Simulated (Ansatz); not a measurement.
# Geometry relaxation of GaH3SO

GaH3SO, computed with RKS PBE0-D4/def2-TZVP (Ansatz 0.2.0).

The geometry: GFN2-xTB start. Figures and captions count atoms from 1; the log counts them from 0 in places.

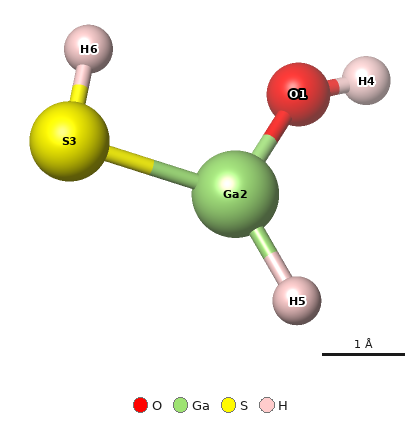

The structure as given in the input (ball-and-stick view, seen at a tilt; atoms are numbered from 1 in the order of the input). Sticks mark near contacts.

## Input file
```yaml
crystal:
  periodic: [false, false, false]
  atoms:
    - {symbol: O, position_ang: [-1.140470, -0.517920, -0.249220]}
    - {symbol: Ga, position_ang: [0.346870, 0.333670, -0.487010]}
    - {symbol: S, position_ang: [1.518800, 0.343710, 1.384240]}
    - {symbol: H, position_ang: [-1.925680, -0.763520, -0.729130]}
    - {symbol: H, position_ang: [0.668330, 0.946210, -1.870950]}
    - {symbol: H, position_ang: [0.532150, -0.342150, 1.952080]}
basis:
  gaussian: {orbitals: def2-TZVP}
hamiltonian: {xc: pbe0, dispersion: d4}
relax: {f_tol: 0.005, max_steps: 150}
```

Hardware: 2 CPU threads, shared host.

## The program's output
```
Functional definition: PBE0
  name "PBE0"
  cite "Adamo & Barone, J. Chem. Phys. 110, 6158 (1999) doi:10.1063/1.478522"
  cite "Perdew, Burke & Ernzerhof, Phys. Rev. Lett. 77, 3865 (1996) doi:10.1103/PhysRevLett.77.3865"
  parent pbe
  parameter a = 0.25
  parameter kappa = 0.804
  parameter beta = 0.06672455060314922
  exchange = (1 - a)*pbe_x(kappa = kappa, mu = beta*pi^2/3) + a*exact_x
  correlation = pbe_c(beta = beta)
967 factors; their error is unknown
mean field evaluation 1: about -65292.8701 eV, gradient 6.3e1 eV
mean field evaluation 2: about -65267.9029 eV, gradient 1.3e2 eV
mean field evaluation 4: about -65298.9217 eV, gradient 8.3e0 eV
mean field evaluation 8: about -65299.2434 eV, gradient 2.2e-1 eV
mean field evaluation 16: about -65299.2434 eV, gradient 2.0e-5 eV
mean field -65299.24342809 eV, -2399.7029345655 hartree, gradient 2.0e-5 eV, S^2 0.000000; 0 other end points of the search recorded, 0 dependent functions left out
the calculation of the forces begins
reference -65299.24345460 eV, -2399.7029355397 hartree; 29, 29 occupied and 105, 105 virtual orbitals, 967 factors
relax step   1: F+E_penalty+E_count = -65299.34028288 eV  Δ(F+E_penalty+E_count) = +0.000e0 eV  max|allowed force component| = 9.930e-1 eV/Å  Δτ_max = 0.0000 Å  (26 SCF iters, accepted)
these checks for a lower state are left out or cut short: starts, cluster_reference, orbital_swaps, neighbouring_geometries, increment
967 factors; their error is unknown
mean field -65299.29875960 eV, -2399.7049679611 hartree, gradient 1.5e-5 eV, S^2 0.000000; 0 other end points of the search recorded, 0 dependent functions left out
the calculation of the forces begins
reference -65299.29878614 eV, -2399.7049689363 hartree; 29, 29 occupied and 105, 105 virtual orbitals, 967 factors
relax step   2: F+E_penalty+E_count = -65299.39539891 eV  Δ(F+E_penalty+E_count) = -5.512e-2 eV  max|allowed force component| = 7.109e-1 eV/Å  Δτ_max = 0.1348 Å  (29 SCF iters, accepted)
these checks for a lower state are left out or cut short: starts, cluster_reference, orbital_swaps, neighbouring_geometries, increment
967 factors; their error is unknown
mean field -65299.34319455 eV, -2399.7066009152 hartree, gradient 1.1e-5 eV, S^2 0.000000; 0 other end points of the search recorded, 0 dependent functions left out
the calculation of the forces begins
reference -65299.34322106 eV, -2399.7066018893 hartree; 29, 29 occupied and 105, 105 virtual orbitals, 967 factors
relax step   3: F+E_penalty+E_count = -65299.43953515 eV  Δ(F+E_penalty+E_count) = -4.414e-2 eV  max|allowed force component| = 5.236e-1 eV/Å  Δτ_max = 0.0658 Å  (30 SCF iters, accepted)
these checks for a lower state are left out or cut short: starts, cluster_reference, orbital_swaps, neighbouring_geometries, increment
967 factors; their error is unknown
mean field evaluation 32: about -65299.1835 eV, gradient 5.5e-2 eV
mean field -65299.40050199 eV, -2399.7087069247 hartree, gradient 1.3e-5 eV, S^2 0.000000; 0 other end points of the search recorded, 0 dependent functions left out
the calculation of the forces begins
reference -65299.40052834 eV, -2399.7087078930 hartree; 29, 29 occupied and 105, 105 virtual orbitals, 967 factors
relax step   4: F+E_penalty+E_count = -65299.49716726 eV  Δ(F+E_penalty+E_count) = -5.763e-2 eV  max|allowed force component| = 3.801e-1 eV/Å  Δτ_max = 0.0793 Å  (29 SCF iters, accepted)
these checks for a lower state are left out or cut short: starts, cluster_reference, orbital_swaps, neighbouring_geometries, increment
967 factors; their error is unknown
mean field -65299.40988535 eV, -2399.7090517569 hartree, gradient 2.5e-5 eV, S^2 0.000000; 0 other end points of the search recorded, 0 dependent functions left out
the calculation of the forces begins
reference -65299.40991171 eV, -2399.7090527256 hartree; 29, 29 occupied and 105, 105 virtual orbitals, 967 factors
relax step   5: F+E_penalty+E_count = -65299.50602386 eV  Δ(F+E_penalty+E_count) = -8.857e-3 eV  max|allowed force component| = 1.225e0 eV/Å  Δτ_max = 0.1654 Å  (29 SCF iters, accepted)
these checks for a lower state are left out or cut short: starts, cluster_reference, orbital_swaps, neighbouring_geometries, increment
967 factors; their error is unknown
mean field -65299.43318315 eV, -2399.7099079351 hartree, gradient 1.2e-5 eV, S^2 0.000000; 0 other end points of the search recorded, 0 dependent functions left out
the calculation of the forces begins
reference -65299.43320946 eV, -2399.7099089020 hartree; 29, 29 occupied and 105, 105 virtual orbitals, 967 factors
relax step   6: F+E_penalty+E_count = -65299.52920433 eV  Δ(F+E_penalty+E_count) = -2.318e-2 eV  max|allowed force component| = 4.891e-2 eV/Å  Δτ_max = 0.0343 Å  (30 SCF iters, accepted)
these checks for a lower state are left out or cut short: starts, cluster_reference, orbital_swaps, neighbouring_geometries, increment
967 factors; their error is unknown
mean field -65299.43333597 eV, -2399.7099135514 hartree, gradient 1.2e-5 eV, S^2 0.000000; 0 other end points of the search recorded, 0 dependent functions left out
the calculation of the forces begins
reference -65299.43336228 eV, -2399.7099145182 hartree; 29, 29 occupied and 105, 105 virtual orbitals, 967 factors
relax step   7: F+E_penalty+E_count = -65299.52938198 eV  Δ(F+E_penalty+E_count) = -1.776e-4 eV  max|allowed force component| = 3.834e-3 eV/Å  Δτ_max = 0.0078 Å  (31 SCF iters, accepted)
967 factors; their error is unknown
mean field evaluation 64: about -65299.0993 eV, gradient 8.8e0 eV
```

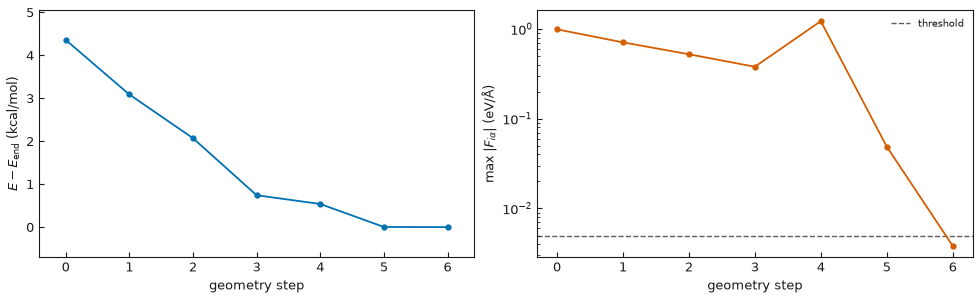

Progress of the relaxation, step by step (the first geometry is step 0 here and step 1 in the log).

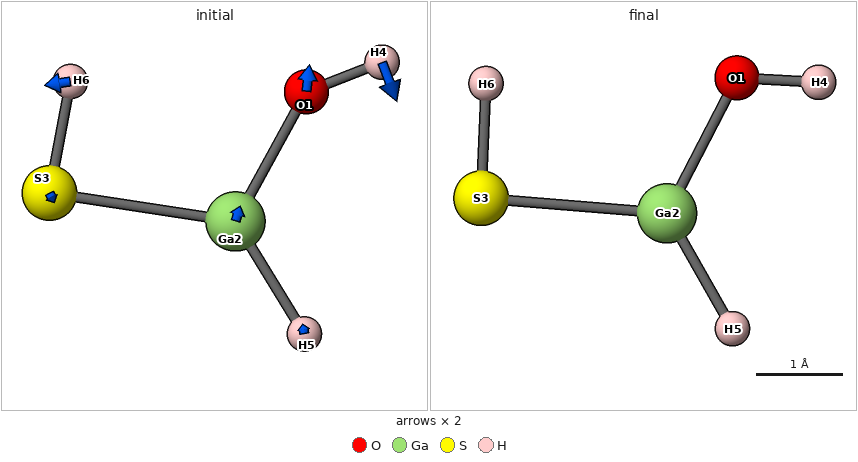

Before (left) and after (right) the relaxation, at one scale (ball-and-stick view, seen on its broad side). The blue arrows give the displacements, magnified 2 times. The largest move after the best rigid fit is that of H4, 0.25 Å. Largest moves by element: H 0.25 Å, O 0.16 Å, Ga 0.10 Å, S 0.07 Å. Among the contacts that change: O1–Ga2 1.730 → 1.786 Å, Ga2–S3 2.208 → 2.188 Å, S3–H6 1.329 → 1.345 Å, Ga2–H5 1.547 → 1.554 Å. Among the angles that change: Ga2–O1–H4 140.0° → 114.2°, S3–Ga2–H5 130.2° → 124.3°, Ga2–S3–H6 88.0° → 92.3°. After 6 geometry steps the energy has fallen by 4.36 kcal/mol. Largest force component: 0.99 eV/Å at the start, 0.0038 eV/Å at the end. (Atoms are counted from 1 in the order of the input.)

```
mean field -65299.43333597 eV, -2399.7099135514 hartree, gradient 4.6e-5 eV, S^2 0.000000; 1 other end points of the search recorded, 0 dependent functions left out
the calculation of the forces begins
reference -65299.43336228 eV, -2399.7099145182 hartree; 29, 29 occupied and 105, 105 virtual orbitals, 967 factors
Total energy: -65299.52940828 eV, -2399.7134441436 hartree
Atom 0 at    -1.257706    -0.599896    -0.167364 Å, force     0.001611     0.001172     0.001119 eV/Å
Atom 1 at     0.267314     0.283504    -0.455024 Å, force    -0.000244    -0.000951     0.003834 eV/Å
Atom 2 at     1.536465     0.374881     1.325001 Å, force    -0.000106     0.000099    -0.001566 eV/Å
Atom 3 at    -1.832027    -0.651943    -0.934033 Å, force    -0.000468    -0.000694    -0.000833 eV/Å
Atom 4 at     0.636810     0.913053    -1.827398 Å, force     0.000359     0.001077    -0.002911 eV/Å
Atom 5 at     0.649144    -0.319599     2.058827 Å, force    -0.001151    -0.000704     0.000357 eV/Å
Dipole moment:    -0.165238     0.022690    -0.338718 e Å
```

## Summary

| quantity | value |
| --- | --- |
| outcome | converged |
| total energy | −65299.5294 eV |
| mean-field energy | −65299.4334 eV |
| dispersion energy | −0.0960 eV |
| SCF solution under orbital rotations | stable |
| largest force (length of the vector) at the end | 0.004 eV/Å |
| dipole moment | 1.81 D |
| wall time | 16 s (CPU time 29 s) |
| peak memory | 0.3 GiB |
